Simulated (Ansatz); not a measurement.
# ScAlB4 (built on the sites of a database entry of ScB2): following an unstable mode

Wanted: the energy along a soft mode of ScAlB4 (built on the sites of a database entry of ScB2) and the structure at the end.

Main program and level: Ansatz 0.2.0; DFT LDA, scalar-relativistic, plane waves, PAW.

The structure was built from a prototype and need not be the compound's stable phase.

## 1. The structure

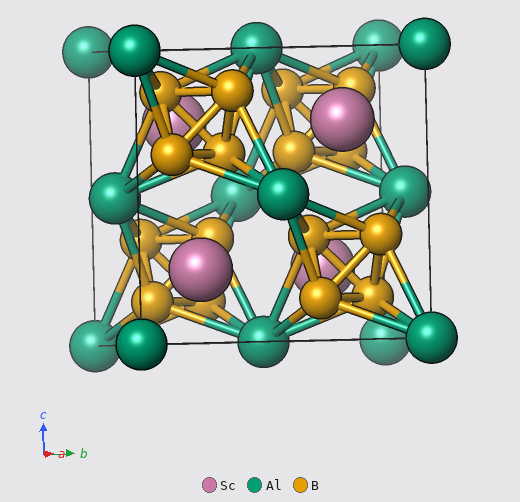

Start, viewed slightly off an axis; scandium pink, aluminium teal, boron orange. This picture shows the conventional cell, with its axes. Bonds to atoms that aren't drawn are left out. Some periodic images of atoms are drawn too.

## 2. Response at finite wavevector

The cell comes from relaxations at this level that are not shown. Stability and thermal properties need the whole zone. Linear response on a 4×4×4 q mesh gives force constants as far as a supercell of that size would.

The input, input.yaml:

```yaml
crystal:
  lattice:
    - [0.0, 2.9945439792, 2.9945439792]
    - [2.9945439792, 0.0, 2.9945439792]
    - [2.9945439792, 2.9945439792, 0.0]
  atoms:
    - { symbol: Sc, position: [0.25, 0.25, 0.25] }
    - { symbol: Al, position: [0.0, 0.0, 0.0] }
    - { symbol: B, position: [0.6435638331, 0.6435638331, 0.6435638331] }
    - { symbol: B, position: [0.0693085008, 0.6435638331, 0.6435638331] }
    - { symbol: B, position: [0.6435638331, 0.0693085008, 0.6435638331] }
    - { symbol: B, position: [0.6435638331, 0.6435638331, 0.0693085008] }
kpoints:
  mp_grid: { grid: [12, 12, 12] }
hamiltonian:
  xc: lda
scf:
  occupations: { method: methfessel_paxton, width: 0.2 }
output:
  eigenvalues: true
phonons:
  method: dfpt
  qmesh: [4, 4, 4]
  temperatures: { t_max: 1000, t_step: 50 }
  qpath:
    path:
      - [[0.0, 0.0, 0.0], [-0.5, -0.5, 0.0], [-0.375, -0.375, 0.25]]
      - [[-0.375, 0.0, 0.375], [0.0, 0.0, 0.0], [0.0, 0.0, 0.5], [-0.5, -0.25, 0.25], [-0.5, -0.5, 0.0]]
    npoints: 10
```

Started as:

```
> ansatz run input.yaml --threads 8 --pin off --max-ram 14336MiB --backend cpu --events-out ev --progress --plain --runs-dir out
```

Numbers of over 12 decimals in the logs are rounded to 6 here.

What it wrote:

```text
Warning: phonons: the dynamical matrix that this run interpolates holds no multipole term above the dipole-dipole one, and a site of this crystal is no centre of inversion, so its interpolated transverse optical and acoustic branches and sound speeds can stay off near Gamma, and the density of states and the thermodynamics with them. What a run solves at a wave vector of phonons.qpoints, Gamma apart, where the deck admits one, is free of this, and under fd what a larger phonons.supercell samples
Engine: ansatz 0.2.0, aarch64-unknown-linux-gnu
Pseudopotentials: kind: paw
Pseudopotential: Sc, paw, valence charge 11, recommended cutoff 420 eV (normal), Sc.paw.azcp
Pseudopotential: Al, paw, valence charge 3, recommended cutoff 420 eV (normal), Al.paw.azcp
Pseudopotential: B, paw, valence charge 3, recommended cutoff 420 eV (normal), B.paw.azcp
Functional definition: SPW92
  exchange = slater_x
  correlation = pw_c
Crystal: 6 atoms, lattice volume = 53.706 Å³
Basis set: ecut = 420 eV, 1067 PW (Γ), exchange–correlation on 60×60×60 points (8 copies of the dense FFT grid, shifted against one another)
Bands: 19, of which v1, the nominal top of the filled ones, is band 13 counted from 1 (12 counted from 0)
Symmetry: 24 space group operations
k-points: 72 of 1728 (time reversal used)
Non-local potential: Sc, projectors of the file, l = 0: 3, l = 1: 2, l = 2: 3, l = 3: 1
Non-local potential: Al, projectors of the file, l = 0: 2, l = 1: 2, l = 2: 1
Non-local potential: B, projectors of the file, l = 0: 2, l = 1: 2, l = 2: 1
PAW form: soft (Blöchl's): semilocal exchange-correlation on the pseudo side does not see the compensation charge
PAW frozen core: Sc, regenerated for the run's functional, and the local potential with it (the file was generated under x = pbe(κ = 0.804, μ = 0.219515), c = pbe(β = 0.066725))
PAW frozen core: Al, regenerated for the run's functional, and the local potential with it (the file was generated under x = pbe(κ = 0.804, μ = 0.219515), c = pbe(β = 0.066725))
PAW frozen core: B, regenerated for the run's functional, and the local potential with it (the file was generated under x = pbe(κ = 0.804, μ = 0.219515), c = pbe(β = 0.066725))
PAW one-centre angular grid: Sc, 590 points (default); XC on 64 Gauss nodes
PAW one-centre angular grid: Al, 110 points (default); XC on 64 Gauss nodes
PAW one-centre angular grid: B, 110 points (default); XC on 64 Gauss nodes
Initial density: superposition of atomic densities (neutral atoms: chi_scale 0, normalization atom), corrected by the library's trained network
Initial wavefunctions: pseudopotential atomic-orbital guess
Functional: x = slater, c = lda
SCF iter   1: F=—  HF=-3198.717395 eV  |F-HF|=—  |Δ(HF+E_count)|=         —  Δρ=9.08e-3  dr2=7.59e-2  ethr=1.77e-3  ⟨swp⟩=5.3  Hψ=6925  notcnv=0
preconditioner: auto → Kerker (q_TF=auto, 2.418 Å⁻¹)  [metal: Δε(μ)=0.031 eV  Ē_g=8.705 eV  σ=0.200 eV  W_gap=0.13  n_scr=14 (ndim 8)  ℏωp=21.5 eV  f_vac=0.000  D(μ)=1.78/eV (n_scr^D=14)]
SCF iter   2: F=—  HF=-3198.699818 eV  |F-HF|=—  |Δ(HF+E_count)|=   1.76e-2  S|Δr|=    0.00e0  Δρ=4.78e-3  dr2=1.97e-2  ethr=2.92e-4  ⟨swp⟩=1.0  Hψ=1944  notcnv=0
SCF iter   3: F=—  HF=-3198.693105 eV  |F-HF|=—  |Δ(HF+E_count)|=   6.71e-3  S|Δr|=    0.00e0  Δρ=1.32e-3  dr2=1.74e-3  ethr=7.57e-5  ⟨swp⟩=2.5  Hψ=1846  notcnv=0
SCF iter   4: F=—  HF=-3198.692485 eV  |F-HF|=—  |Δ(HF+E_count)|=   6.20e-4  S|Δr|=    0.00e0  Δρ=3.40e-4  dr2=4.38e-5  ethr=6.71e-6  ⟨swp⟩=2.0  Hψ=1779  notcnv=0
SCF iter   5: F=—  HF=-3198.692477 eV  |F-HF|=—  |Δ(HF+E_count)|=   8.13e-6  S|Δr|=    0.00e0  Δρ=3.90e-5  dr2=4.32e-7  ethr=1.68e-7  ⟨swp⟩=2.3  Hψ=1895  notcnv=0
SCF iter   6: F=—  HF=-3198.692476 eV  |F-HF|=—  |Δ(HF+E_count)|=   6.79e-7  S|Δr|=    0.00e0  Δρ=3.62e-6  dr2=4.74e-9  ethr=1.66e-9  ⟨swp⟩=1.3  Hψ=1471  notcnv=0
SCF iter   7: F=—  HF=-3198.692476 eV  |F-HF|=—  |Δ(HF+E_count)|=  9.48e-10  S|Δr|=    0.00e0  Δρ=8.01e-7  dr2=4.09e-10  ethr=1.82e-11  ⟨swp⟩=2.1  Hψ=1848  notcnv=0
SCF iter   8: F=—  HF=-3198.692476 eV  |F-HF|=—  |Δ(HF+E_count)|=  7.96e-11  S|Δr|=    0.00e0  Δρ=1.30e-7  dr2=1.11e-11  ethr=1.57e-12  ⟨swp⟩=3.0  Hψ=2347  notcnv=0
SCF iter   9: F=-3198.692476 eV  HF=-3198.692476 eV  |F-HF|=4.55e-13  |Δ(HF+E_count)|=  2.73e-12  S|Δr|=    0.00e0  Δρ=1.69e-8  dr2=1.73e-13  ethr=1.00e-12  ⟨swp⟩=8.6  Hψ=5893  notcnv=0
SCF 1 converged in 9 iterations: F = -3198.692476 eV  dr2 = 1.73e-13
  greatest PAW one-centre occupation: 0.998 electrons in one spin orbital (limit 2), on the Sc atom at site 0 (counted from 0), in its partial waves of l = 0
Initial density: read from a saved state, or passed on in memory by an earlier SCF of this step, an earlier step, the calling program or the single point that the run made first
iter 1 solved again at ethr=9.25e-9 eV; its pass at ethr=3.10e-3 eV (dr2=2.40e-6 eV) is discarded
SCF iter   1: F=—  HF=-3198.692476 eV  |F-HF|=—  |Δ(HF+E_count)|=         —  Δρ=1.01e-7  dr2=7.60e-12  ethr=9.25e-9  ⟨swp⟩=3.0  Hψ=10249  notcnv=0
eigensolver tolerance schedule: the retry pair's looser diagonalisation over-reported the residual by 316439.77 of it (diagonalisation noise at 16.79 of the residual, at the tolerance the schedule requests for it); recorded, not acted on — ethr = c·dr2/N_el stays at c = 1.0e-1
preconditioner: auto → Kerker (q_TF=auto, 2.418 Å⁻¹)  [metal: Δε(μ)=0.026 eV  Ē_g=8.731 eV  σ=0.200 eV  W_gap=0.11  n_scr=14 (ndim 8)  ℏωp=21.5 eV  f_vac=0.000  D(μ)=1.80/eV (n_scr^D=14)]
SCF iter   2: F=-3198.692476 eV  HF=-3198.692476 eV  |F-HF|=9.09e-13  |Δ(HF+E_count)|=   7.41e-8  S|Δr|=    0.00e0  Δρ=3.77e-8  dr2=1.20e-12  ethr=1.00e-12  ⟨swp⟩=6.4  Hψ=5329  notcnv=0
SCF 2 converged in 2 iterations: F = -3198.692476 eV  dr2 = 1.20e-12
phonons: the bands overlap, so this run is a metal and interpolates without the dipole-dipole term. If the crystal is really an insulator or semiconductor, its LO-TO splitting is missing
NSCF: frozen V_eff on 72 k-points
NSCF: frozen V_eff on 476 k-points
DFPT response loops at q = (0, 0, 0) (fractional): preconditioner auto → Kerker (q_TF=auto, 2.418 Å⁻¹) (partly filled bands, converged f_vac=0.000); β = 1.00, the filter's whole step (`scf.mixing.beta` (0.50) is not read by the response loops under this deck's `scf.mixing.preconditioner`; to damp them name `kerker` or `kerker_dos`, under which they read `scf.mixing.beta`, and type it under 1.00, their step now; both keys bind the ground state too); Broyden in place of MSR1
NSCF: frozen V_eff on 3456 k-points
DFPT response loops at q = (0, 0, 0.25) (fractional): mixed as the last ones told, above
NSCF: frozen V_eff on 1736 k-points
DFPT response loops at q = (0, 0, -0.5) (fractional): mixed as the last ones told, above
NSCF: frozen V_eff on 3456 k-points
DFPT response loops at q = (0, 0.25, 0.25) (fractional): mixed as the last ones told, above
NSCF: frozen V_eff on 3456 k-points
DFPT response loops at q = (0, 0.25, -0.5) (fractional): mixed as the last ones told, above
NSCF: frozen V_eff on 3456 k-points
DFPT response loops at q = (0, 0.25, -0.25) (fractional): mixed as the last ones told, above
NSCF: frozen V_eff on 1736 k-points
DFPT response loops at q = (0, -0.5, -0.5) (fractional): mixed as the last ones told, above
NSCF: frozen V_eff on 3456 k-points
DFPT response loops at q = (0.25, -0.5, -0.25) (fractional): mixed as the last ones told, above
SCF converged after 9 iterations
Stability not checked: this state was not tested for a lower state beside it, because cold or Methfessel-Paxton smearing, or corrected tetrahedra, fill the levels in a way that the test cannot read (fill_not_monotonic; see scf.lower_state_search)
Free energy (F): -3198.692476 eV
Harris-Foulkes:  -3198.692476 eV  (|F-HF|=4.55e-13)
Internal energy: -3198.694929 eV  (E = F + TS)
E sigma→0 (E₀):  -3198.693089 eV
Entropy (-TS):   0.002453 eV (0.409 meV/atom)
Fermi energy:    12.222301 eV
--- Per-component energies (eV) ---
  E_band       = -32.166734
  E_kinetic    = 489.713892
  E_local      = -841.804121  (includes V_loc(G=0)·N_el)
  E_nonlocal   = 144.654187
  E_hartree    = 313.296894
  E_xc         = -275.360476
  E_vxc        = -316.704308  (∫ρ·V_xc dr)
  E_paw        = -1644.009712  (= ΣΔE_a)
  E_vpaw       = -134.620151  (= ΣTr[D̂ρ^β])
  E_aug_tail   = -0.000009  (compensation charges beyond the density's cutoff)
  E_ewald      = -1385.729559
  E_core_change = 0.543976  (= ΣΔE_core)
  E_smearing   = 0.002453  (= −TS)
  E_closure    = 0.000000  (closes the sum)
  Σ components = -3198.692476   (vs F -3198.692476, Δ=0.00e0)
--- Band table (eV; the first three rows and the last of 72) ---
  k-point 0: bands = [... 9 lower, 9.2906, 9.2906, 9.4030, 9.4030, 9.4030, 12.4498, 16.8860, 16.8860, ... 2 higher]
  k-point 1: bands = [... 9 lower, 9.0881, 9.0881, 9.7415, 9.7966, 9.7966, 12.7713, 16.4473, 16.7726, ... 2 higher]
  k-point 2: bands = [... 9 lower, 9.0402, 9.0402, 10.3667, 10.3667, 10.4286, 13.6600, 15.6333, 16.4438, ... 2 higher]
  k-point 71: bands = [... 9 lower, 9.6759, 9.8450, 10.5492, 12.0897, 14.1696, 14.5700, 15.6027, 15.6264, ... 2 higher]
--- Phonons (Γ-DFPT): 3 representative perturbations + reference (Σ response iterations 9) ---
  ASR residual: 1.492e-5 → 0.000e0 eV/Å²; symmetrization residual: 9.686e-7 eV/Å²
  ASR residual per site (eV/Å²): 1.49e-5 4.76e-6 1.81e-6 1.81e-6 1.81e-6 1.81e-6
  Γ frequencies (cm⁻¹): 0.00 0.00 0.00 239.11 239.11 239.11 323.32 323.32 323.32 356.90 356.90 413.60 413.60 413.60 454.58 454.58 454.58 660.88
--- Phonons (arbitrary-q DFPT): 8 irreducible q on the 4×4×4 mesh ---
  q = [0.0000, 0.0000, 0.0000] (star 1, of the zone-centre solve; hermiticity 1.07e-7, symmetrization 4.79e-13): -0.00 -0.00 -0.00 239.11 239.11 239.11 323.32 323.32 323.32 356.90 356.90 413.60 413.60 413.60 454.58 454.58 454.58 660.88
  q = [0.0000, 0.0000, 0.2500] (star 8, 5 solved perturbations in 5472 linear systems a pass and spin channel, the states on 1728 of 1728 k-point pairs; hermiticity 8.24e-8, symmetrization 4.90e-14): 34.46 96.68 96.68 204.02 204.02 235.06 286.68 286.68 299.82 377.44 380.76 380.76 434.78 434.78 485.15 490.06 490.06 697.59
  q = [0.0000, 0.0000, -0.5000] (star 4, 5 solved perturbations in 2772 linear systems a pass and spin channel, the states on 868 of 1728 k-point pairs; hermiticity 8.56e-8, symmetrization 9.72e-14): -37.85 153.64 153.64 229.34 229.34 244.03 272.03 338.84 338.84 346.45 358.48 358.48 441.38 441.38 495.64 519.36 519.36 719.18
  q = [0.0000, 0.2500, 0.2500] (star 6, 8 solved perturbations in 6936 linear systems a pass and spin channel, the states on 1728 of 1728 k-point pairs; hermiticity 1.41e-7, symmetrization 1.66e-8): -140.32 -140.32 192.45 192.45 218.79 225.10 240.13 289.55 289.55 352.09 398.32 423.14 423.14 452.68 482.97 512.44 512.44 710.04
  q = [0.0000, 0.2500, -0.5000] (star 24, 11 solved perturbations in 15840 linear systems a pass and spin channel, the states on 1728 of 1728 k-point pairs; hermiticity 1.33e-7, symmetrization 1.02e-13): -233.15 -111.43 67.81 180.14 184.37 254.46 260.44 295.90 327.89 359.73 393.91 401.13 434.09 480.20 501.68 536.97 549.15 733.31
  q = [0.0000, 0.2500, -0.2500] (star 12, 10 solved perturbations in 10824 linear systems a pass and spin channel, the states on 1728 of 1728 k-point pairs; hermiticity 1.09e-7, symmetrization 1.83e-8): -203.22 -49.51 77.80 180.03 210.34 247.33 251.15 303.31 328.75 342.49 379.58 407.34 442.26 459.33 511.34 518.62 544.97 723.05
  q = [0.0000, -0.5000, -0.5000] (star 3, 6 solved perturbations in 2230 linear systems a pass and spin channel, the states on 868 of 1728 k-point pairs; hermiticity 1.69e-7, symmetrization 2.25e-14): -184.60 -184.60 -127.06 177.15 177.15 268.01 268.01 276.97 330.30 367.01 397.23 418.35 418.35 453.84 495.19 557.27 557.27 742.96
  q = [0.2500, -0.5000, -0.2500] (star 6, 6 solved perturbations in 4148 linear systems a pass and spin channel, the states on 1728 of 1728 k-point pairs; hermiticity 1.21e-7, symmetrization 7.48e-14): -322.12 -122.27 121.11 148.12 161.69 236.41 261.63 304.78 319.82 383.59 393.79 410.10 477.66 487.38 523.85 537.95 555.94 744.38
  sum rule: each row above includes the acoustic sum rule's correction from the zone centre's row sums; it moved no ω² by more than (0.30 cm⁻¹)²
  mesh force constants: q→R imaginary residual 1.29e-18; ASR residual 1.492e-5 → 0.000e0 eV/Å²; symmetrization residual 5.329e-15 eV/Å²
  interpolated dispersion: 62 rows × 18 modes
  density of states and harmonic sums: on the 20×20×20 q-mesh, interpolated from the force constants of a 4×4×4 supercell (no non-analytic term)
  largest difference from the sums on the solved wave vectors: F 1.64e-2 eV, S 2.06e-5 and C_V 8.01e-6 eV/K
  zero-point energy: 0.369394 eV/cell   skipped modes (ω ≤ 0): 457, of them read as no rigid motion or as one in doubt: 454 (1.799e0 modes/cell left out, lowest -322.12 cm⁻¹)   left out of the sums: 1.00e-1 of the cell's modes: C_V's classical limit lies that fraction below 3 k_B per atom; for a crystal, a wire or a layer, F and S can be off by more, and a phonons.interpolated_qmesh denser along its periods is the remedy for the sampling
```

Run time: 20 min. Hardware: 8 threads of Arm Neoverse N1, shared host; peak memory 4.7 GiB; 2.6 h of CPU time.

In the SCF lines HF is the Harris–Foulkes energy and dr2 the Hartree energy of the density residual, in eV; the loop may stop once dr2 is under the threshold and the program's other checks hold. Hψ counts applications of the Hamiltonian.

This step gave:

```
volume per atom                                         : 8.951 Å³
gap on the k-mesh                                       : 0 eV
sum-rule residual before enforcement                    : 1.49e-5 eV/Å²
lowest frequency on the path                            : -322.1 cm⁻¹
point group                                             : -43m
highest frequency on the path or at a solved wavevector : 744.4 cm⁻¹
highest optical mode at the zone centre (no LO-TO term) : 660.9 cm⁻¹
lowest optical zone-centre mode                         : 239.1 cm⁻¹
lowest mode on the q mesh (acoustic modes at Γ apart)   : -322.1 cm⁻¹
```

Frequencies (cm⁻¹) solved at each irreducible wavevector; negative means imaginary. Frequencies by wavevector, by row:

| q in reciprocal lattice units | star | mode 1 | mode 2 | mode 3 | mode 4 | mode 16 | mode 17 | mode 18 |
| --- | --- | --- | --- | --- | --- | --- | --- | --- |
| 0 0 0 | 1 | 0 | 0 | 0 | 239.1 | 454.6 | 454.6 | 660.9 |
| 0 0 0.25 | 8 | 34.5 | 96.7 | 96.7 | 204 | 490.1 | 490.1 | 697.6 |
| 0 0 -0.5 | 4 | -37.9 | 153.6 | 153.6 | 229.3 | 519.4 | 519.4 | 719.2 |
| 0 0.25 0.25 | 6 | -140.3 | -140.3 | 192.4 | 192.4 | 512.4 | 512.4 | 710 |
| 0 0.25 -0.5 | 24 | -233.2 | -111.4 | 67.8 | 180.1 | 537 | 549.1 | 733.3 |
| 0 0.25 -0.25 | 12 | -203.2 | -49.5 | 77.8 | 180 | 518.6 | 545 | 723 |
| 0 -0.5 -0.5 | 3 | -184.6 | -184.6 | -127.1 | 177.2 | 557.3 | 557.3 | 743 |
| 0.25 -0.5 -0.25 | 6 | -322.1 | -122.3 | 121.1 | 148.1 | 538 | 555.9 | 744.4 |

Interpolated from a 4×4×4 q mesh. The phonon branches at the labelled points (cm⁻¹):

| point | branch 1 | branch 2 | branch 3 | branch 4 | branch 15 | branch 16 | branch 17 | branch 18 |
| --- | --- | --- | --- | --- | --- | --- | --- | --- |
| Γ | 0 | 0 | 0 | 239 | 455 | 455 | 455 | 661 |
| X | -185 | -185 | -127 | 177 | 495 | 557 | 557 | 743 |
| U | -283 | -141 | 41 | 175 | 511 | 543 | 560 | 742 |
| jump to K | -283 | -141 | 41 | 175 | 511 | 543 | 560 | 742 |
| Γ | 0 | 0 | 0 | 239 | 455 | 455 | 455 | 661 |
| L | -38 | 154 | 154 | 229 | 496 | 519 | 519 | 719 |
| W | -322 | -122 | 121 | 148 | 524 | 538 | 556 | 744 |
| X | -185 | -185 | -127 | 177 | 495 | 557 | 557 | 743 |

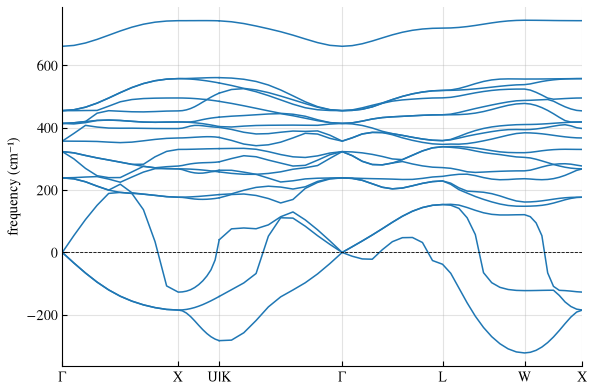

Phonon branches along the path.

Symmetry leaves 8 wavevectors to solve. The lowest mode among them, the acoustic zeros apart, lies at q = (0.25, -0.5, -0.25) and is imaginary, 322.1i cm⁻¹, so the energy falls along it.

## 3. The mode frozen in, largest atomic shift 0 Å

The mode followed lies at q = (0, -0.5, -0.5) with frequency 184.6i cm⁻¹ and is 2-fold degenerate, one of the unstable modes though not the softest. At small amplitude the distorted cell has space group no. 4 by a symmetry search on the positions. The undistorted cell that holds it gives the zero of energy on the same k mesh.

System of this step: ScAlB4 (built on the sites of a database entry of ScB2). The structure is cubic, space group F-43m (No. 216). The conventional cell has a = 5.989 Å, b = 5.989 Å, c = 5.989 Å, α = 90.00°, β = 90.00°, γ = 90.00°. Nearest to Sc lie 12 B at 2.52 Å and 4 Al at 2.59 Å. Nearest to Al lie 12 B at 2.46 Å and 4 Sc at 2.59 Å. B has 6 B at 1.80 to 2.43 Å and 3 Al at 2.46 Å and 3 Sc at 2.52 Å nearest. Farther neighbours are not listed.

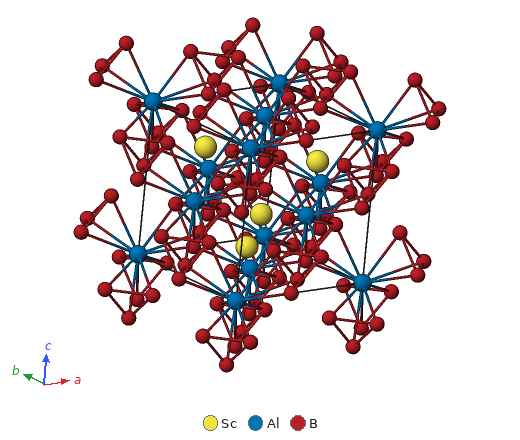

The cell of this step (scandium yellow, aluminium blue, boron red). Some periodic images of atoms are drawn too.

The input, input.yaml:

```yaml
crystal:
  lattice:
    - [0.0, -2.9945439792, -2.9945439792]
    - [0.0, 2.9945439792, -2.9945439792]
    - [5.9890879585, 0.0, 0.0]
  atoms:
    - { symbol: Sc, position: [0.0, 0.5, 0.75] }
    - { symbol: Sc, position: [0.5, 0.0, 0.25] }
    - { symbol: Al, position: [0.5, 0.5, 0.5] }
    - { symbol: Al, position: [0.0, 0.0, 0.0] }
    - { symbol: B, position: [0.2128723338, 0.5, 0.1435638331] }
    - { symbol: B, position: [0.7128723338, 0.0, 0.6435638331] }
    - { symbol: B, position: [0.7871276662, 0.5, 0.1435638331] }
    - { symbol: B, position: [0.2871276662, 0.0, 0.6435638331] }
    - { symbol: B, position: [0.5, 0.7871276662, 0.8564361669] }
    - { symbol: B, position: [0.0, 0.2871276662, 0.3564361669] }
    - { symbol: B, position: [0.5, 0.2128723338, 0.8564361669] }
    - { symbol: B, position: [0.0, 0.7128723338, 0.3564361669] }
kpoints:
  mp_grid: { grid: [8, 8, 6] }
hamiltonian:
  xc: lda
scf:
  occupations: { method: methfessel_paxton, width: 0.2 }
output:
  forces: true
  stress: true
  eigenvalues: true
```

What it wrote:

```text
[...]
Crystal: 12 atoms, lattice volume = 107.412 Å³
Basis set: ecut = 420 eV, 2101 PW (Γ)
Bands: 38, of which v1, the nominal top of the filled ones, is band 26 counted from 1 (25 counted from 0)
Symmetry: 16 space group operations
[...]
k-points: 60 of 384 (time reversal used)
[...]
k-point 0: bands = [... 22 lower, 9.4032, 9.4032, 11.4172, 12.2434, 12.4505, 13.8318, 13.8318, 14.7868, ... 8 higher]
  k-point 1: bands = [... 22 lower, 9.7291, 10.0377, 11.1644, 11.9029, 12.8624, 13.5454, 13.5454, 14.8102, ... 8 higher]
  k-point 2: bands = [... 22 lower, 10.5201, 10.6283, 10.7040, 11.3897, 12.6478, 12.6478, 13.9053, 14.9560, ... 8 higher]
  k-point 59: bands = [... 22 lower, 10.5482, 10.5482, 12.0879, 12.0879, 14.1672, 14.1672, 14.5696, 14.5696, ... 8 higher]
[key lines of the parts left out:]
SCF converged after 6 iterations
Free energy (F): -6397.388137 eV
Fermi energy:    12.247570 eV
P = ⅓ Tr σ = -0.0394 GPa (-0.394 kbar)
```

Elapsed: 5.2 s, on 8 threads; peak memory 0.55 GiB.

This step gave:

```
pressure                         : -0.03939 GPa
energy from the undistorted cell : 0 meV/atom
```

The run ends at a pressure of -0.04 GPa, with forces up to 0.032 eV/Å.

(Continued in part 2 of 3.)

[Logs are printed without paths, hosts, clocks, repeated set-up lines and the standing remarks that a program may print on its own settings, such as how far it seeks lower states.]

[Hosts, paths, dates, database ids (printed as entryN), source tags and the programs' standing remarks are cut or masked in the printed files.]
